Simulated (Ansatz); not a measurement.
## Nudged elastic band of GeH$_{4}$ClF

GeH$_{4}$ClF, computed with RKS PBE0/def2-SVP (Ansatz 0.2.0).

It belongs to a series of runs on one base structure; here: band between the two ends. Figures and captions count atoms from 1; the log counts them from 0 in places.

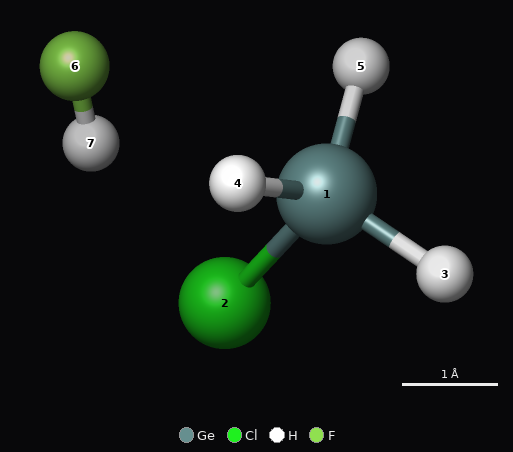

**Figure 1.** The structure as given in the input (ball-and-stick view, seen at a tilt; atoms are numbered from 1 in the order of the input). Sticks mark near contacts. Bond lengths as drawn: Cl–Ge 2.20 Å, F–H 0.93 Å and Ge–H 1.53 Å.

## The input
```yaml
crystal:
  periodic: [false, false, false]
  atoms:
    - { symbol: Ge, position_ang: [0.25545, 0.0, -0.08343] }
    - { symbol: Cl, position_ang: [0.199763, 0.0, 2.112001] }
    - { symbol: H, position_ang: [1.750217, 0.0, -0.432307] }
    - { symbol: H, position_ang: [-0.440486, 1.281924, -0.541306] }
    - { symbol: H, position_ang: [-0.440486, -1.281924, -0.541306] }
    - { symbol: F, position_ang: [-2.635829, 0.0, 1.118585] }
    - { symbol: H, position_ang: [-1.971128, 0.0, 1.770962] }
basis:
  gaussian: { orbitals: def2-SVP }
hamiltonian:
  xc: pbe0
neb:
  order_check: false
  images: 7
  f_tol: 0.03
  max_iterations: 60
  final_atoms:
    - { symbol: Ge, position_ang: [-0.30674367, 0.0, -0.54873332] }
    - { symbol: Cl, position_ang: [-0.27361113, 0.0, 3.41109151] }
    - { symbol: H, position_ang: [0.98270578, 0.0, 0.27600039] }
    - { symbol: H, position_ang: [-0.50276528, 1.277529, -1.37242935] }
    - { symbol: H, position_ang: [-0.50276528, -1.277529, -1.37242935] }
    - { symbol: F, position_ang: [-1.6209933, 0.0, 0.63358782] }
    - { symbol: H, position_ang: [-1.05832611, 0.0, 2.37611132] }
  initial_path:
    images:
      - { positions_ang: [[0.25545, 0.0, -0.08343], [0.199763, 0.0, 2.112001], [1.750217, 0.0, -0.432307], [-0.440486, 1.281924, -0.541306], [-0.440486, -1.281924, -0.541306], [-2.635829, 0.0, 1.118585], [-1.971128, 0.0, 1.770962]] }
      - { positions_ang: [[0.19571501, 0.0, -0.0584515], [0.13176143, 0.0, 2.23023851], [1.68642897, 0.0, -0.43646341], [-0.50417146, 1.277643, -0.53713404], [-0.50417146, -1.277643, -0.53713404], [-2.44760399, 0.0, 0.98281913], [-1.84045749, 0.0, 1.75932436]] }
      - { positions_ang: [[0.13598003, 0.0, -0.033473], [0.06375986, 0.0, 2.34847602], [1.62264094, 0.0, -0.44061982], [-0.56785693, 1.273362, -0.53296209], [-0.56785693, -1.273362, -0.53296209], [-2.25937897, 0.0, 0.84705326], [-1.70978699, 0.0, 1.74768671]] }
      - { positions_ang: [[0.07624504, 0.0, -0.00849449], [-0.00424172, 0.0, 2.46671352], [1.55885291, 0.0, -0.44477623], [-0.63154239, 1.269081, -0.52879013], [-0.63154239, -1.269081, -0.52879013], [-2.07115396, 0.0, 0.7112874], [-1.57911648, 0.0, 1.73604907]] }
      - { positions_ang: [[0.01651006, 0.0, 0.01648401], [-0.07224329, 0.0, 2.58495103], [1.49506487, 0.0, -0.44893264], [-0.69522786, 1.2648, -0.52461818], [-0.69522786, -1.2648, -0.52461818], [-1.88292895, 0.0, 0.57552153], [-1.44844598, 0.0, 1.72441143]] }
      - { positions_ang: [[-0.06430337, 0.0, -0.12482032], [-0.12258525, 0.0, 2.79148615], [1.3669751, 0.0, -0.26769938], [-0.64711221, 1.26798225, -0.73657097], [-0.64711221, -1.26798225, -0.73657097], [-1.81744504, 0.0, 0.5900381], [-1.35091601, 0.0, 1.8873364]] }
      - { positions_ang: [[-0.14511681, 0.0, -0.26612466], [-0.17292721, 0.0, 2.99802127], [1.23888533, 0.0, -0.08646613], [-0.59899657, 1.2711645, -0.94852377], [-0.59899657, -1.2711645, -0.94852377], [-1.75196113, 0.0, 0.60455467], [-1.25338604, 0.0, 2.05026137]] }
      - { positions_ang: [[-0.22593024, 0.0, -0.40742899], [-0.22326917, 0.0, 3.20455639], [1.11079555, 0.0, 0.09476713], [-0.55088092, 1.27434675, -1.16047656], [-0.55088092, -1.27434675, -1.16047656], [-1.68647721, 0.0, 0.61907125], [-1.15585607, 0.0, 2.21318634]] }
      - { positions_ang: [[-0.30674367, 0.0, -0.54873332], [-0.27361113, 0.0, 3.41109151], [0.98270578, 0.0, 0.27600039], [-0.50276528, 1.277529, -1.37242935], [-0.50276528, -1.277529, -1.37242935], [-1.6209933, 0.0, 0.63358782], [-1.05832611, 0.0, 2.37611132]] }
```

Machine: 2 threads of Arm Neoverse V1, 24 GiB of memory available, shared host.

Command:
```bash
ansatz run input.yaml --threads 2 --pin off --max-ram 3072MiB --backend cpu --events-out ev --progress --plain --runs-dir out
```

## The program's output
```
Engine: ansatz 0.2.0, aarch64-unknown-linux-gnu
Functional definition: PBE0
  parameter a = 0.25
  parameter kappa = 0.804
  parameter beta = 0.06672455060314922
  exchange = (1 - a)*pbe_x(kappa = kappa, mu = beta*pi^2/3) + a*exact_x
  correlation = pbe_c(beta = beta)
873 factors; integrals over basis functions are off by at most 3.6e-4 eV
mean field evaluation 1: about -71795.2597 eV, gradient 3.2e1 eV
mean field evaluation 2: about -71794.5720 eV, gradient 4.0e1 eV
mean field evaluation 4: about -71796.7197 eV, gradient 7.8e-1 eV
mean field evaluation 8: about -71796.7324 eV, gradient 1.2e-2 eV
mean field -71796.73240897 eV, -2638.4812504567 hartree, gradient 5.2e-5 eV, S^2 0.000000; 0 other end points of the search recorded, 0 dependent functions left out
the calculation of the forces begins
reference -71796.73243088 eV, -2638.4812512618 hartree; 31, 31 occupied and 53, 53 virtual orbitals, 873 factors
877 factors; integrals over basis functions are off by at most 1.4e-3 eV
mean field evaluation 16: about -71793.1223 eV, gradient 4.9e1 eV
mean field -71796.56268445 eV, -2638.4750131954 hartree, gradient 6.1e-5 eV, S^2 0.000000; 0 other end points of the search recorded, 0 dependent functions left out
[... from here on the field's lines of each further geometry are left out, up to the last ...]
NEB iter   1: max|band force component| = 4.124e0 eV/Å  barrier→ = 2.2459 eV  barrier← = 2.0761 eV  Δτ_max = 0.2000 Å  (235 SCF iters)
NEB iter   2: max|band force component| = 2.512e0 eV/Å  barrier→ = 1.3703 eV  barrier← = 1.2006 eV  Δτ_max = 0.1997 Å  (208 SCF iters)
NEB iter   3: max|band force component| = 5.961e-1 eV/Å  barrier→ = 1.1107 eV  barrier← = 0.9410 eV  Δτ_max = 0.2000 Å  (202 SCF iters)
NEB iter   4: max|band force component| = 5.755e-1 eV/Å  barrier→ = 1.2053 eV  barrier← = 1.0355 eV  Δτ_max = 0.0388 Å  (199 SCF iters)
NEB iter   5: max|band force component| = 3.367e-1 eV/Å  barrier→ = 1.2045 eV  barrier← = 1.0347 eV  CI = image 4  Δτ_max = 0.0508 Å  (205 SCF iters)
NEB iter   6: max|band force component| = 2.060e-1 eV/Å  barrier→ = 1.1812 eV  barrier← = 1.0115 eV  CI = image 4  Δτ_max = 0.0501 Å  (195 SCF iters)
NEB iter   7: max|band force component| = 6.356e-2 eV/Å  barrier→ = 1.1778 eV  barrier← = 1.0081 eV  CI = image 4  Δτ_max = 0.0176 Å  (188 SCF iters)
the calculation of the forces begins
reference -71796.52258010 eV, -2638.4735393880 hartree; 31, 31 occupied and 53, 53 virtual orbitals, 877 factors
875 factors; integrals over basis functions are off by at most 9.4e-4 eV
mean field evaluation 608: about -71795.5470 eV, gradient 1.8e-1 eV
mean field -71795.55585169 eV, -2638.4380127741 hartree, gradient 2.6e-5 eV, S^2 0.000000; 1 other end points of the search recorded, 0 dependent functions left out
the calculation of the forces begins
reference -71795.55587431 eV, -2638.4380136053 hartree; 31, 31 occupied and 53, 53 virtual orbitals, 875 factors
NEB iter   8: max|band force component| = 2.284e-2 eV/Å  barrier→ = 1.1766 eV  barrier← = 1.0068 eV  CI = image 4  Δτ_max = 0.0000 Å  (350 SCF iters)
```

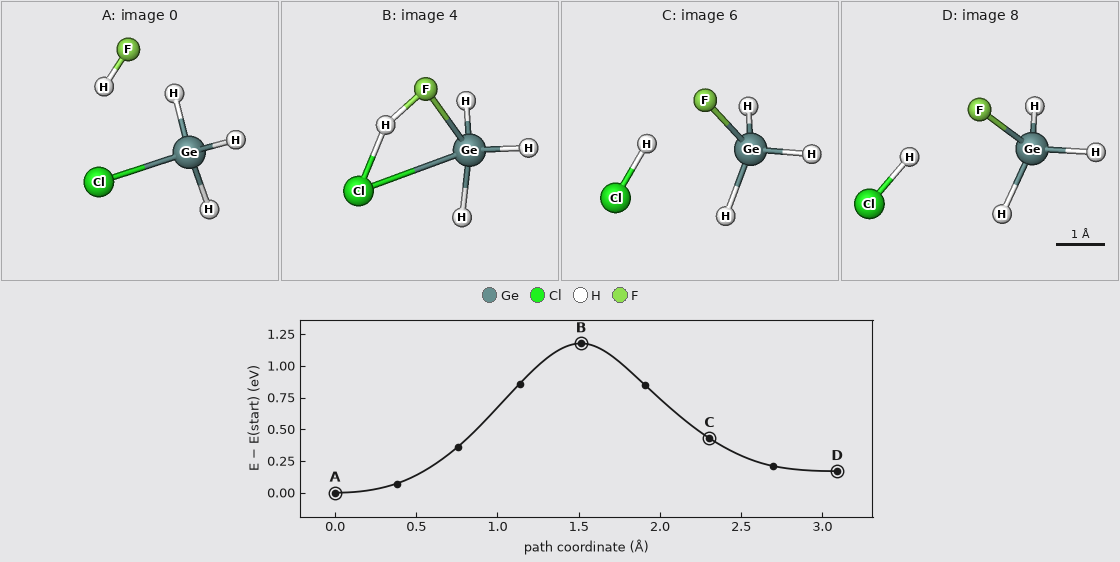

**Figure 2.** Images of the last band (counted from 0; ball-and-stick, seen at a tilt) above the energy along the path; the line is a cubic interpolation that uses the forces. The highest image is number 4, 1.177 eV above the start and 1.007 eV above the end (the climbing image); the end lies 0.170 eV above the start. The path is 3.09 Å long. The band converged in 8 iterations.

```
Total energy: -71795.55587431 eV, -2638.4380136053 hartree
Atom 0 at    -0.193172    -0.000000    -0.165841 Å, force     0.014990    -0.000000     0.014855 eV/Å
Atom 1 at     0.040022     0.000000     2.530784 Å, force    -0.004479    -0.000000    -0.000827 eV/Å
Atom 2 at     1.326835    -0.000000     0.049540 Å, force    -0.005969    -0.000000     0.003326 eV/Å
Atom 3 at    -0.613644     1.301965    -0.852768 Å, force    -0.006780     0.015158    -0.007132 eV/Å
Atom 4 at    -0.613644    -1.301965    -0.852768 Å, force    -0.006780    -0.015158    -0.007132 eV/Å
Atom 5 at    -1.903704    -0.000000     0.854307 Å, force    -0.006229     0.000000    -0.010053 eV/Å
Atom 6 at    -1.325192     0.000000     1.839945 Å, force     0.015246     0.000000     0.006964 eV/Å
Dipole moment:     0.055321    -0.000000    -0.515317 e Å
this run last wrote the band of iteration 8 to [file]
```

## The last band as extended XYZ (Å, eV, eV/Å)
```
7
Properties=species:S:1:pos:R:3:forces:R:3 image=0 energy=-71796.73241
Ge    0.2555    0.0000   -0.0834    0.0127   0.0000   0.0109
Cl    0.1998    0.0000    2.1120    0.0101   0.0000   0.0035
H     1.7502    0.0000   -0.4323   -0.0113   0.0000   0.0003
H    -0.4405    1.2819   -0.5413   -0.0053  -0.0045   0.0000
H    -0.4405   -1.2819   -0.5413   -0.0053   0.0045   0.0000
F    -2.6358    0.0000    1.1186   -0.0004   0.0000   0.0050
H    -1.9711    0.0000    1.7710   -0.0005   0.0000  -0.0197
7
Properties=species:S:1:pos:R:3:forces:R:3 image=1 energy=-71796.66066
Ge    0.1507    0.0000   -0.0538    0.1406   0.0000  -0.0055
Cl    0.1812    0.0000    2.1632    0.0364   0.0000  -0.0885
H     1.6574    0.0000   -0.3082    0.1273   0.0000  -0.1890
H    -0.5242    1.2752   -0.5655    0.0538   0.0041   0.1185
H    -0.5242   -1.2752   -0.5655    0.0538  -0.0041   0.1185
F    -2.4150    0.0000    1.0090   -0.2337   0.0000   0.0561
H    -1.8084    0.0000    1.7241   -0.1781   0.0000  -0.0100
7
Properties=species:S:1:pos:R:3:forces:R:3 image=2 energy=-71796.36866
Ge    0.0332    0.0000   -0.0475    0.3320   0.0000   0.1054
Cl    0.1510    0.0000    2.2370    0.1430   0.0000  -0.3946
H     1.5511    0.0000   -0.1498    0.3379   0.0000  -0.3619
H    -0.5697    1.2727   -0.6653    0.0736  -0.0294   0.2995
H    -0.5697   -1.2727   -0.6653    0.0736   0.0294   0.2995
F    -2.2191    0.0000    0.9615   -0.5093   0.0000   0.1251
H    -1.6592    0.0000    1.7326   -0.4509   0.0000  -0.0731
7
Properties=species:S:1:pos:R:3:forces:R:3 image=3 energy=-71795.87307
Ge   -0.0841    0.0000   -0.0831    0.3722   0.0000   0.2960
Cl    0.1058    0.0000    2.3710    0.2685   0.0000  -0.5874
H     1.4358    0.0000   -0.0289    0.3941   0.0000  -0.3080
H    -0.5970    1.2829   -0.7681    0.0397  -0.0699   0.3066
H    -0.5970   -1.2829   -0.7681    0.0397   0.0699   0.3066
F    -2.0436    0.0000    0.9202   -0.4922   0.0000   0.2583
H    -1.5023    0.0000    1.7602   -0.6220   0.0000  -0.2721
7
Properties=species:S:1:pos:R:3:forces:R:3 image=4 energy=-71795.55585
Ge   -0.1932    0.0000   -0.1658    0.0150   0.0000   0.0149
Cl    0.0400    0.0000    2.5308   -0.0045   0.0000  -0.0008
H     1.3268    0.0000    0.0495   -0.0060   0.0000   0.0033
H    -0.6136    1.3020   -0.8528   -0.0068   0.0152  -0.0071
H    -0.6136   -1.3020   -0.8528   -0.0068  -0.0152  -0.0071
F    -1.9037    0.0000    0.8543   -0.0062   0.0000  -0.0101
H    -1.3252    0.0000    1.8399    0.0152   0.0000   0.0070
7
Properties=species:S:1:pos:R:3:forces:R:3 image=5 energy=-71795.88690
Ge   -0.2692    0.0000   -0.2693   -0.2433   0.0000  -0.3273
Cl   -0.0375    0.0000    2.7036   -0.1353   0.0000   0.5171
H     1.2158    0.0000    0.1571   -0.3707   0.0000   0.2426
H    -0.5843    1.3214   -0.9557    0.0218   0.0715  -0.3227
H    -0.5843   -1.3214   -0.9557    0.0218  -0.0715  -0.3227
F    -1.8217    0.0000    0.7327    0.2664   0.0000  -0.2969
H    -1.2013    0.0000    1.9905    0.4392   0.0000   0.5099
7
Properties=species:S:1:pos:R:3:forces:R:3 image=6 energy=-71796.30261
Ge   -0.3042    0.0000   -0.3770   -0.1067   0.0000  -0.2403
Cl   -0.0821    0.0000    2.9113   -0.0151   0.0000   0.4256
H     1.0854    0.0000    0.2764   -0.2743   0.0000   0.1987
H    -0.5473    1.3207   -1.0990    0.0258  -0.0029  -0.3029
H    -0.5473   -1.3207   -1.0990    0.0258   0.0029  -0.3029
F    -1.7539    0.0000    0.6774    0.1471   0.0000  -0.0753
H    -1.1330    0.0000    2.1132    0.1975   0.0000   0.2972
7
Properties=species:S:1:pos:R:3:forces:R:3 image=7 energy=-71796.52256
Ge   -0.3189    0.0000   -0.4659   -0.0265   0.0000  -0.0647
Cl   -0.1371    0.0000    3.1415   -0.0136   0.0000   0.1600
H     0.9721    0.0000    0.3567   -0.0794   0.0000   0.0437
H    -0.5091    1.2953   -1.2570    0.0103  -0.0184  -0.1136
H    -0.5091   -1.2953   -1.2570    0.0103   0.0184  -0.1136
F    -1.7014    0.0000    0.6462    0.0420   0.0000  -0.0131
H    -1.0791    0.0000    2.2386    0.0569   0.0000   0.1012
7
Properties=species:S:1:pos:R:3:forces:R:3 image=8 energy=-71796.56268
Ge   -0.3067    0.0000   -0.5487   -0.0149   0.0000  -0.0096
Cl   -0.2736    0.0000    3.4111   -0.0086   0.0000  -0.0106
H     0.9827    0.0000    0.2760    0.0128   0.0000  -0.0001
H    -0.5028    1.2775   -1.3724    0.0009  -0.0016   0.0041
H    -0.5028   -1.2775   -1.3724    0.0009   0.0016   0.0041
F    -1.6210    0.0000    0.6336    0.0088   0.0000   0.0057
H    -1.0583    0.0000    2.3761    0.0001   0.0000   0.0063
```

## Key numbers

| quantity | value |
| --- | --- |
| outcome | converged |
| barrier, forward | 1.177 eV |
| barrier, backward | 1.007 eV |
| wall time | 1.7 min (CPU time 3.3 min) |
| peak memory | 0.17 GiB |

## Remarks

The order of the saddle point was not checked.
